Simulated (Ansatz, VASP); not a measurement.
## H107C58N29O10 in two plane-wave programs

Aim: how closely do two programs agree when they are given the same cell, functional and k mesh? The cell is taken from a series of runs on this material, whose earlier steps may have relaxed or scaled it; both programs get it as it stands.

Method: plane waves, with VASP 6.6.1 beside it; single point at r2SCAN with D3(BJ), in Ansatz 0.2.0.

### 1. The starting structure

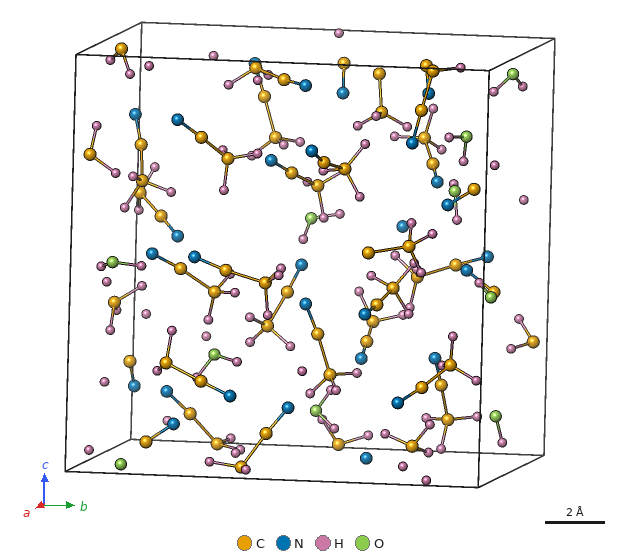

The starting structure, seen slightly off an axis (carbon orange, nitrogen blue, hydrogen pink, oxygen green). Bonds to atoms that aren't drawn are left out.

The cell holds 204 atoms: 58 C, 29 N, 107 H and 10 O. Its edges and angles: a = 14.395 Å, b = 14.395 Å, c = 14.395 Å, α = 90.0°, β = 90.0°, γ = 90.0°.

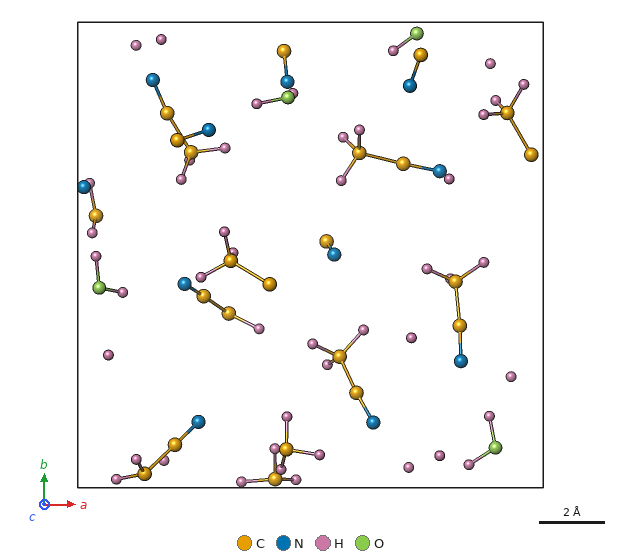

A slice 6 Å thick through the middle of the cell. Bonds to atoms that aren't drawn are left out.

### 2. VASP: single point, r2SCAN with D3(BJ)

A single point gives forces, pressure and levels at one fixed geometry, so differences don't come from the geometry; what else differs is listed under the comparison.

Lines of VASP's logs that name or quote its potential files are left out, and so is its time.

INCAR

```
SYSTEM = H107C58N29O10
PREC = Accurate
ENCUT = 520
EDIFF = 1E-05
NELM = 100
ISMEAR = 0
SIGMA = 0.01
LREAL = Auto
ALGO = Normal
METAGGA = R2SCAN
IVDW = 12
VDW_S6 = 1
VDW_S8 = 0.78981345
VDW_A1 = 0.49484001
VDW_A2 = 5.73083694
LASPH = .TRUE.
NBANDS = 414
LORBIT = 11
LWAVE = .FALSE.
LCHARG = .FALSE.
ISIF = 2
```

POSCAR

```
H107C58N29O10
1.0
   14.3953100000      0.0000000000      0.0000000000
    0.0000000000     14.3953100000      0.0000000000
    0.0000000000      0.0000000000     14.3953100000
C N H O
58 29 107 10
Direct
    0.7780400000      0.0055500000      0.7437100000
    0.7370500000      0.9299800000      0.6924600000
    0.8117100000      0.4426200000      0.4549200000
    0.8210200000      0.3478000000      0.4821800000
    0.4569600000      0.6575300000      0.8450900000
    0.4198200000      0.6436100000      0.9338000000
    0.9442500000      0.2286200000      0.2649300000
    0.9685300000      0.3177500000      0.2263700000
    0.7482200000      0.0702400000      0.9968200000
    0.7224200000      0.1501000000      0.0554100000
    0.9230200000      0.8053000000      0.5651500000
    0.9747100000      0.7155200000      0.5500300000
    0.0826000000      0.3437500000      0.7434300000
    0.0683400000      0.3121600000      0.8394100000
    0.1046800000      0.5186100000      0.0157600000
    0.1723800000      0.5188400000      0.9352700000
    0.1434100000      0.0295700000      0.6034700000
    0.2086400000      0.0920100000      0.5550400000
    0.5234200000      0.5596000000      0.2168700000
    0.5344600000      0.5291200000      0.3141200000
    0.8282900000      0.3987700000      0.0126500000
    0.7923200000      0.4511400000      0.0924400000
    0.1640400000      0.9926000000      0.2847300000
    0.1148400000      0.0108700000      0.1963800000
    0.6049300000      0.7194200000      0.4371200000
    0.6995100000      0.6960200000      0.4034600000
    0.2625100000      0.8063600000      0.0985100000
    0.3154700000      0.7967100000      0.1851100000
    0.3244300000      0.3742400000      0.3115700000
    0.2704400000      0.4115700000      0.3898700000
[... 168 atom lines left out ...]
    0.4516300000      0.8385800000      0.6625200000
    0.8976200000      0.0856500000      0.4975400000
    0.3108300000      0.4945400000      0.1115400000
    0.9608800000      0.1282900000      0.0192800000
    0.4982400000      0.9589400000      0.1307400000
    0.0458800000      0.4293800000      0.5502900000
```

KPOINTS

```
Automatic mesh
0
Gamma
1 1 1
0 0 0
```

Potentials, in the order of the species: C, N, H and O (PBE family, release 64).

On the command line:

```
$ export OMP_NUM_THREADS=5
$ mpirun -np 1 vasp_gam
```

Numbers of over 12 decimals in the logs are rounded to 6 here.

The program printed:

```text
[banner, memory and clock lines left out]
running    1 mpi-ranks, on    1 nodes
[...]
Offloading initialized ...    1 GPUs detected
[...]
|                                                                             |
|               ----> ADVICE to this user running VASP <----                  |
|                                                                             |
|     You enforced a specific xc type in the INCAR file but a different       |
|     [... a line on the potential file left out ...]
|     I HOPE YOU KNOW WHAT YOU ARE DOING!                                     |
|                                                                             |

 LDA part: xc-table for (None), standard interpolation
 POSCAR, INCAR and KPOINTS ok, starting setup
[...]
entering main loop
       N       E                     dE             d eps       ncg     rms          rms(c)
DAV:   1     0.377784181192E+04    0.37778E+04   -0.26727E+05   860   0.118E+03
DAV:   2    -0.972734442183E+03   -0.47506E+04   -0.45322E+04  1050   0.275E+02
DAV:   3    -0.153422695904E+04   -0.56149E+03   -0.55641E+03  1048   0.966E+01
DAV:   4    -0.154860822535E+04   -0.14381E+02   -0.14310E+02  1024   0.180E+01
[...]
DAV:  18    -0.128937741270E+04   -0.43662E-04   -0.20567E-05   768   0.108E-02    0.548E-03
DAV:  19    -0.128937742614E+04   -0.13434E-04   -0.11603E-05   720   0.706E-03    0.314E-03
DAV:  20    -0.128937743276E+04   -0.66202E-05   -0.63890E-06   624   0.491E-03
   1 F= -.12934972E+04 E0= -.12934972E+04  d E =-.460831E-17
```

Parts of OUTCAR (step 2):

```text
  FREE ENERGIE OF THE ION-ELECTRON SYSTEM (eV)
  ---------------------------------------------------
  free  energy   TOTEN  =     -1293.4972233183 eV

  energy  without entropy=    -1293.4972233183  energy(sigma->0) =    -1293.49722332
```

The PAW data sets were made with PBE, which is usual practice but a small mismatch for other functionals.

[end of part 1 of 2]

[Lines on the potential files, build, host, timing and source positions are cut from VASP's logs without a mark.]

[Logs are printed without paths, hosts, clocks, repeated set-up lines and the standing remarks that a program may print on its own settings, such as how far it seeks lower states.]

[Hosts, paths, dates, database ids (printed as entryN), source tags and the programs' standing remarks are cut or masked in the printed files.]
